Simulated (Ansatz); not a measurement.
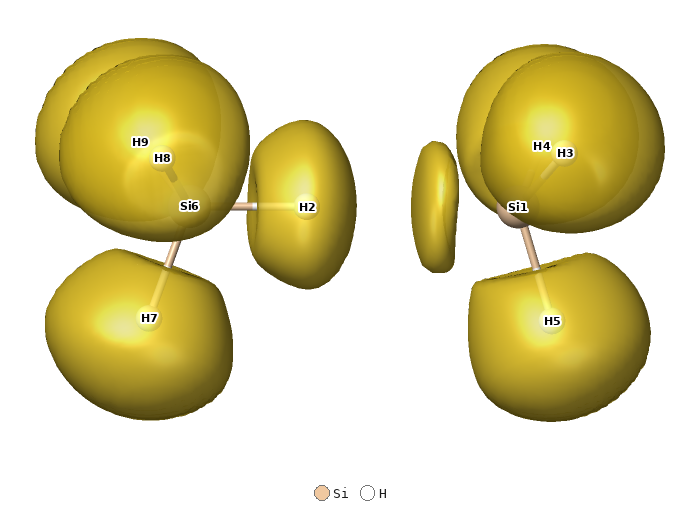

The picture shows: H$_{3}$Si···SiH$_{4}$ (doublet). Isosurface of the electron localisation function at 0.75 (yellow), seen across its widest extent. Core shells and regions of very low density are left out.

Not at a stationary point (largest force 0.5 eV/Å).

Computed with UKS r2SCANh/cc-pVDZ in Ansatz 0.2.0.

```xyz
9

Si    0.0008   -0.0001   -0.4257
H    -0.0005    0.0000    2.2405
H     1.4301    0.0001   -0.8623
H    -0.7143    1.2380   -0.8609
H    -0.7141   -1.2381   -0.8613
Si   -0.0002    0.0000    3.7180
H    -0.7609   -1.1847    4.2153
H     1.4064   -0.0665    4.2147
H    -0.6457    1.2513    4.2152
```

Question: Describe the localisation domains.

Answer: At this value the surface marks out seven regions around hydrogen nuclei and one lobe on Si, pointing away from the bonds (non-bonding electrons).

Values along the shortest contacts:
Si1···H2 (2.67 Å): the ELF dips to about 0.15 between them. Si–H (1.48 Å): the ELF climbs to about 1 towards the hydrogen, as it does in any bond to H.
